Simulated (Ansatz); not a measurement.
Run report: C₂H₁₀N₂Si₂, geometry relaxation (part 2 of 2)

The same run, continued: C₂H₁₀N₂Si₂; RKS LDA/6-31G (Ansatz 0.2.0). It belongs to a series of runs on one base structure; here: end point B relaxed.

Geometry of the input (Å):
```
N  -0.6919  -2.3115  0.9141
Si -0.1083  -0.7045  1.1538
C  1.3717  -0.3446  0.0506
N  1.0011  0.1686  -1.2442
C  0.0961  1.3598  -1.1008
Si -1.3256  1.0084  0.1008
H  -0.7874  -2.4355  -0.0965
H  -1.6491  -2.3117  1.2614
H  0.0028  -2.6275  1.6206
H  1.9850  -1.2618  -0.0628
H  2.0495  0.3925  0.5620
H  1.7504  0.3817  -1.8157
H  -0.3517  1.6927  -2.0740
H  0.6773  2.2058  -0.6831
H  -2.5320  0.4234  -0.5770
H  -1.6373  2.1791  1.0107
```

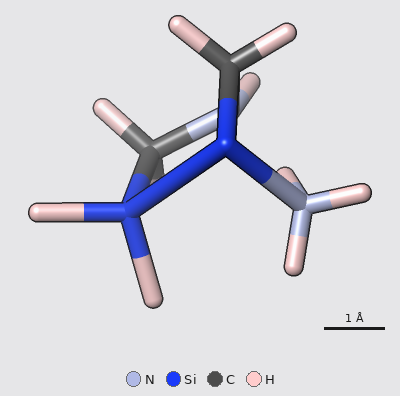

Fig. 1: The geometry at step 11 of the log (stick view, seen at a tilt).

## Trajectory as extended XYZ, continued
```
16
Properties=species:S:1:pos:R:3:forces:R:3 step=5 energy=-20859.15568
N    -0.6703   -2.1858    0.8227    0.2108  -0.5782  -0.0199
Si    0.0878   -0.4312    1.6384   -0.0667  -0.1871  -0.1792
C     1.4222   -0.2828    0.1640    0.0695   0.1322  -0.0584
N     0.8466    0.0873   -1.1329    0.3731  -0.0752  -0.1008
C     0.0846    1.3332   -1.0897   -0.0667  -0.0283   0.0246
Si   -1.2965    0.9708    0.2141   -0.0014   0.2076   0.0813
H    -0.6225   -2.1991   -0.2239    0.1011   0.2841   0.4364
H    -1.6462   -2.2871    1.1486    0.1001   0.1059  -0.1318
H    -0.1008   -2.9595    1.2404   -0.3028   0.5070  -0.3703
H     1.9650   -1.2472    0.0634   -0.0005   0.0324   0.0654
H     2.1699    0.4642    0.5546   -0.0558  -0.0421  -0.0949
H     1.5568    0.0961   -1.9003   -0.3533  -0.1166   0.3487
H    -0.3317    1.5628   -2.0881   -0.0249  -0.0309   0.0282
H     0.6756    2.2266   -0.7500   -0.0044  -0.1075  -0.0321
H    -2.5198    0.4030   -0.5148    0.0428  -0.0871   0.0545
H    -1.7701    2.2636    0.8734   -0.0208  -0.0162  -0.0517
16
Properties=species:S:1:pos:R:3:forces:R:3 step=6 energy=-20859.27730
N    -0.6545   -2.1425    0.7787    0.0459  -0.0703  -0.4297
Si    0.0963   -0.4302    1.6705   -0.0415  -0.1246   0.1148
C     1.4327   -0.2784    0.2009    0.0221   0.0541  -0.0482
N     0.8156    0.0318   -1.0898    0.1571  -0.0830  -0.0601
C     0.0709    1.2923   -1.0751   -0.0417  -0.0091  -0.0486
Si   -1.2918    0.9915    0.2619   -0.0037   0.0586   0.0146
H    -0.5521   -2.0214   -0.2647    0.0857   0.1032   0.5346
H    -1.6455   -2.2607    1.0465    0.1352   0.1114  -0.1054
H    -0.1025   -2.9403    1.1457   -0.1126   0.2598  -0.2310
H     1.9856   -1.2392    0.1262    0.0052   0.0337   0.0352
H     2.1768    0.4924    0.5431   -0.0885  -0.0300  -0.0531
H     1.4831   -0.0145   -1.8854   -0.1897  -0.0762   0.2100
H    -0.3582    1.4987   -2.0741   -0.0065  -0.0539   0.0524
H     0.6882    2.1818   -0.7767   -0.0102  -0.1160  -0.0306
H    -2.4959    0.3543   -0.4465    0.0364  -0.0433   0.0633
H    -1.7983    2.2993    0.8586    0.0068  -0.0143  -0.0182
16
Properties=species:S:1:pos:R:3:forces:R:3 step=7 energy=-20859.40148
N    -0.6288   -2.0718    0.7203   -0.1618   0.0952  -0.2684
Si    0.1066   -0.4335    1.7342   -0.0717  -0.0936  -0.1636
C     1.4211   -0.2839    0.2363    0.2228   0.0918   0.0731
N     0.7798   -0.0307   -1.0543   -0.0256  -0.1069   0.0695
C     0.0514    1.2415   -1.0694   -0.0445  -0.0048   0.0138
Si   -1.2811    0.9875    0.3070   -0.0379   0.0825   0.0439
H    -0.4637   -1.8514   -0.3012    0.0826   0.1363   0.3553
H    -1.6332   -2.1899    0.9319    0.1453   0.0735  -0.1382
H    -0.1049   -2.8960    1.0468    0.0265   0.0145  -0.1296
H     1.9974   -1.2322    0.1810   -0.0045   0.0290   0.0404
H     2.1505    0.5151    0.5359   -0.0562  -0.0108  -0.0626
H     1.4266   -0.1114   -1.8577   -0.0561  -0.1074   0.0803
H    -0.3880    1.4291   -2.0667   -0.0314  -0.0700   0.0507
H     0.6931    2.1230   -0.8038   -0.0137  -0.1090  -0.0368
H    -2.4787    0.3106   -0.3793    0.0271  -0.0331   0.0931
H    -1.7975    2.3087    0.8591   -0.0009   0.0129  -0.0210
16
Properties=species:S:1:pos:R:3:forces:R:3 step=8 energy=-20859.53616
N    -0.6191   -2.0118    0.6549   -0.0642   0.0817  -0.1301
Si    0.1082   -0.4378    1.7579   -0.0312  -0.1046   0.1337
C     1.4472   -0.2752    0.2777    0.0221   0.0390   0.0495
N     0.7508   -0.1013   -1.0011    0.0387  -0.0467   0.0156
C     0.0300    1.1789   -1.0525   -0.0550   0.0581  -0.0391
Si   -1.2861    1.0045    0.3542    0.0324  -0.0347   0.0200
H    -0.3855   -1.6801   -0.3307    0.0963   0.1124   0.0816
H    -1.6328   -2.1389    0.8028    0.1359   0.1090  -0.1032
H    -0.1133   -2.8661    0.9318    0.0033   0.0629  -0.1074
H     2.0443   -1.2116    0.2435   -0.0054   0.0544   0.0501
H     2.1538    0.5610    0.5203   -0.1139  -0.0583  -0.0461
H     1.3683   -0.2239   -1.8215   -0.0524  -0.0814   0.0302
H    -0.4251    1.3367   -2.0469   -0.0125  -0.0874   0.0143
H     0.6946    2.0557   -0.8336   -0.0419  -0.1245  -0.0366
H    -2.4812    0.2801   -0.2905    0.0230   0.0159   0.0908
H    -1.8037    2.3447    0.8536    0.0248   0.0043  -0.0231
16
Properties=species:S:1:pos:R:3:forces:R:3 step=9 energy=-20859.64918
N    -0.5924   -1.9423    0.5830   -0.1338  -0.1225   0.1552
Si    0.1091   -0.4668    1.8193   -0.0817  -0.0627  -0.2015
C     1.4378   -0.2724    0.3239    0.2292   0.0935   0.0295
N     0.7228   -0.1639   -0.9588    0.1424   0.0303  -0.0072
C    -0.0001    1.1175   -1.0527   -0.0171  -0.0077   0.0626
Si   -1.2668    0.9991    0.4090   -0.0917   0.0653   0.0158
H    -0.2835   -1.5180   -0.3680    0.0822   0.1167  -0.0300
H    -1.6130   -2.0550    0.6662    0.0431   0.0662  -0.0942
H    -0.1209   -2.8293    0.8185   -0.0138   0.0790  -0.1083
H     2.0651   -1.1886    0.3109    0.0109   0.0471   0.0172
H     2.1133    0.5956    0.5227   -0.0857  -0.0512  -0.0402
H     1.3268   -0.3216   -1.7847   -0.0430  -0.0736   0.1083
H    -0.4718    1.2357   -2.0447   -0.0466  -0.0890   0.0533
H     0.6802    1.9902   -0.8810   -0.0480  -0.1034  -0.0496
H    -2.4831    0.2695   -0.1894    0.0095   0.0011   0.0946
H    -1.7729    2.3652    0.8457    0.0441   0.0109  -0.0055
16
Properties=species:S:1:pos:R:3:forces:R:3 step=10 energy=-20859.72530
N    -0.6122   -1.8947    0.5039   -0.1739  -0.0467   0.1509
Si    0.1110   -0.5073    1.8268   -0.1033  -0.0938   0.0004
C     1.4847   -0.2443    0.3725   -0.0210  -0.0584  -0.0887
N     0.7544   -0.2121   -0.9106    0.0215   0.2478   0.0153
C    -0.0351    1.0322   -1.0486    0.0607  -0.0045  -0.0891
Si   -1.2620    0.9979    0.4597    0.0106  -0.0064   0.0616
H    -0.2014   -1.4022   -0.4112    0.1031  -0.0382  -0.0479
H    -1.6438   -1.9533    0.5071    0.1633   0.0865   0.0075
H    -0.2078   -2.8217    0.7029    0.0136   0.0558  -0.0569
H     2.1678   -1.1212    0.3788   -0.0479   0.0957  -0.0008
H     2.0952    0.6730    0.5435   -0.0965  -0.0667   0.0204
H     1.3455   -0.3906   -1.7352    0.0594  -0.0262  -0.0531
H    -0.5489    1.0659   -2.0292    0.0493  -0.0717   0.1050
H     0.6251    1.9322   -0.9623   -0.1220  -0.1082  -0.0283
H    -2.5214    0.2602   -0.0366    0.0362   0.0808   0.0489
H    -1.7004    2.4008    0.8583    0.0471  -0.0458  -0.0454
16
Properties=species:S:1:pos:R:3:forces:R:3 step=11 energy=-20859.74850
N    -0.6064   -1.8880    0.4523   -0.0694  -0.1296   0.0247
Si    0.0832   -0.5823    1.8323    0.1152  -0.0427   0.1222
C     1.4796   -0.2362    0.4079   -0.1746   0.1369   0.0004
N     0.7920   -0.2095   -0.8933    0.0204  -0.0519  -0.0388
C    -0.0712    0.9739   -1.0479   -0.0456  -0.2217  -0.0655
Si   -1.2298    0.9849    0.5233   -0.0295   0.1108  -0.2907
H    -0.1255   -1.3839   -0.4418   -0.0400   0.0021  -0.0779
H    -1.6361   -1.9060    0.4128    0.0514  -0.0097  -0.0412
H    -0.2377   -2.8340    0.6311   -0.0529   0.0494  -0.0052
H     2.2004   -1.0737    0.4160    0.1406   0.0518   0.0259
H     1.9956    0.7232    0.6135    0.1830  -0.0361   0.0972
H     1.4105   -0.3702   -1.7044   -0.0277   0.0227   0.0498
H    -0.6392    0.8920   -1.9894   -0.0675   0.0491  -0.0394
H     0.5127    1.9190   -1.0667    0.0690   0.0133   0.0213
H    -2.5557    0.3635    0.0572   -0.0245   0.0110   0.0642
H    -1.5218    2.4420    0.8173   -0.0479   0.0445   0.1530
16
Properties=species:S:1:pos:R:3:forces:R:3 step=12 energy=-20859.76501
N    -0.6079   -1.9102    0.4107    0.0478  -0.0128  -0.0125
Si    0.0524   -0.6151    1.8220    0.0159   0.0400   0.0025
C     1.4649   -0.1983    0.4361    0.0655   0.0043  -0.0335
N     0.8159   -0.2260   -0.8872    0.0267  -0.0273  -0.0104
C    -0.0938    0.9124   -1.0886    0.0291   0.2055   0.0705
Si   -1.2206    0.9907    0.5115   -0.1507  -0.0049  -0.0359
H    -0.0813   -1.4221   -0.4659   -0.0425   0.1026  -0.0140
H    -1.6313   -1.9154    0.3205   -0.0793   0.0253  -0.0042
H    -0.2685   -2.8583    0.6045    0.0373  -0.1568   0.0488
H     2.2539   -0.9729    0.4629    0.0328  -0.0371   0.0149
H     1.9375    0.7837    0.6606   -0.0098  -0.0259   0.0073
H     1.4646   -0.3693   -1.6770   -0.0162   0.0195   0.0437
H    -0.6767    0.7882   -2.0146   -0.0588  -0.0506  -0.0794
H     0.4691    1.8758   -1.1575   -0.0771  -0.1231   0.0270
H    -2.6445    0.5064    0.1655    0.1594   0.0159  -0.0438
H    -1.3832    2.4454    0.9165    0.0199   0.0253   0.0190
16
Properties=species:S:1:pos:R:3:forces:R:3 step=13 energy=-20859.76667
N    -0.6099   -1.9106    0.4289    0.1530  -0.3832  -0.0142
Si    0.0637   -0.5993    1.8252   -0.0094  -0.0208  -0.0098
C     1.4726   -0.2055    0.4279    0.0104  -0.0125  -0.0312
N     0.8085   -0.2198   -0.8893   -0.0940  -0.0333   0.1161
C    -0.0925    0.9297   -1.0830    0.0101   0.0881   0.0186
Si   -1.2262    0.9972    0.5086   -0.0924  -0.0624  -0.0696
H    -0.1009   -1.4057   -0.4605   -0.0301  -0.0423   0.0894
H    -1.6394   -1.9205    0.3576    0.1092   0.0012   0.0130
H    -0.2556   -2.8718    0.6193   -0.1806   0.4617  -0.0978
H     2.2477   -0.9976    0.4496   -0.0280   0.0139   0.0006
H     1.9657    0.7659    0.6507   -0.0049  -0.0056  -0.0023
H     1.4463   -0.3669   -1.6831    0.0595  -0.0148  -0.0653
H    -0.6731    0.8154   -2.0164    0.0061  -0.0266   0.0422
H     0.4762    1.8843   -1.1371    0.0169   0.0080  -0.0226
H    -2.6133    0.4756    0.0886    0.0738   0.0367   0.0597
H    -1.4192    2.4447    0.9328    0.0005  -0.0081  -0.0268
16
Properties=species:S:1:pos:R:3:forces:R:3 step=14 energy=-20859.77162
N    -0.6066   -1.9089    0.4294   -0.0243   0.0777  -0.0335
Si    0.0648   -0.5970    1.8252    0.0069  -0.0097   0.0164
C     1.4732   -0.2101    0.4265   -0.0162   0.0069  -0.0167
N     0.8047   -0.2191   -0.8876    0.0100  -0.0155   0.0000
C    -0.0891    0.9366   -1.0782   -0.0042   0.0165   0.0052
Si   -1.2288    0.9966    0.5076   -0.0192  -0.0195  -0.0393
H    -0.1050   -1.4045   -0.4553    0.0009   0.0007   0.0009
H    -1.6332   -1.9202    0.3624   -0.0186   0.0141  -0.0017
H    -0.2551   -2.8556    0.6144    0.0397  -0.0949   0.0284
H     2.2403   -1.0089    0.4465   -0.0025   0.0041   0.0007
H     1.9731    0.7576    0.6479    0.0074   0.0005   0.0057
H     1.4413   -0.3693   -1.6850   -0.0019   0.0044   0.0086
H    -0.6696    0.8239   -2.0108   -0.0018  -0.0124   0.0068
H     0.4839    1.8884   -1.1313    0.0099   0.0131  -0.0066
H    -2.6071    0.4592    0.0948    0.0178   0.0164   0.0221
H    -1.4361    2.4463    0.9135   -0.0041  -0.0025   0.0030
16
Properties=species:S:1:pos:R:3:forces:R:3 step=15 energy=-20859.77175
N    -0.6072   -1.9102    0.4227    0.0096  -0.0221   0.0192
Si    0.0618   -0.6029    1.8250   -0.0008   0.0217  -0.0184
C     1.4710   -0.2066    0.4291    0.0093  -0.0263   0.0255
N     0.8076   -0.2177   -0.8872    0.0305   0.0373   0.0328
C    -0.0902    0.9353   -1.0813   -0.0261  -0.0414  -0.0309
Si   -1.2264    0.9946    0.5058    0.0085   0.0270   0.0308
H    -0.1008   -1.4065   -0.4586    0.0029   0.0002  -0.0052
H    -1.6342   -1.9155    0.3532    0.0063  -0.0083  -0.0033
H    -0.2578   -2.8596    0.6136   -0.0181   0.0118  -0.0140
H     2.2391   -1.0042    0.4510    0.0073   0.0014  -0.0029
H     1.9697    0.7605    0.6566   -0.0061   0.0000  -0.0100
H     1.4510   -0.3617   -1.6799   -0.0048  -0.0061  -0.0134
H    -0.6765    0.8036   -2.0076   -0.0062   0.0246  -0.0111
H     0.4765    1.8906   -1.1509   -0.0058  -0.0191   0.0116
H    -2.6119    0.4709    0.1090   -0.0019   0.0013  -0.0131
H    -1.4214    2.4442    0.9193   -0.0045  -0.0020   0.0024
16
Properties=species:S:1:pos:R:3:forces:R:3 step=16 energy=-20859.77213
N    -0.6063   -1.9116    0.4227    0.0086  -0.0052  -0.0003
Si    0.0614   -0.6022    1.8238    0.0036  -0.0007   0.0085
C     1.4725   -0.2068    0.4301   -0.0050  -0.0013   0.0013
N     0.8086   -0.2187   -0.8860    0.0080   0.0045   0.0074
C    -0.0925    0.9314   -1.0812   -0.0006   0.0061  -0.0073
Si   -1.2270    0.9972    0.5078   -0.0055  -0.0049  -0.0029
H    -0.0979   -1.4081   -0.4584   -0.0023   0.0047  -0.0017
H    -1.6330   -1.9171    0.3504   -0.0003  -0.0003  -0.0009
H    -0.2586   -2.8616    0.6119   -0.0056   0.0036   0.0011
H     2.2436   -1.0016    0.4515   -0.0036  -0.0008   0.0005
H     1.9683    0.7622    0.6558   -0.0030   0.0002  -0.0023
H     1.4501   -0.3641   -1.6802   -0.0040   0.0008  -0.0036
H    -0.6781    0.8039   -2.0088    0.0008   0.0019   0.0008
H     0.4742    1.8867   -1.1479   -0.0011  -0.0058  -0.0006
H    -2.6139    0.4783    0.1071    0.0055  -0.0005   0.0007
H    -1.4209    2.4470    0.9212    0.0046  -0.0024  -0.0008
```

## Key numbers

```csv
quantity,value
outcome,converged
total energy,−20859.7722 eV
mean-field energy,−20859.7722 eV
largest force (length of the vector) at the end,0.012 eV/Å
hardware,"2 threads of Intel Xeon (Sapphire Rapids), 16 GiB of memory available, shared host"
wall time,33 s (CPU time 62 s)
peak memory,0.17 GiB
```
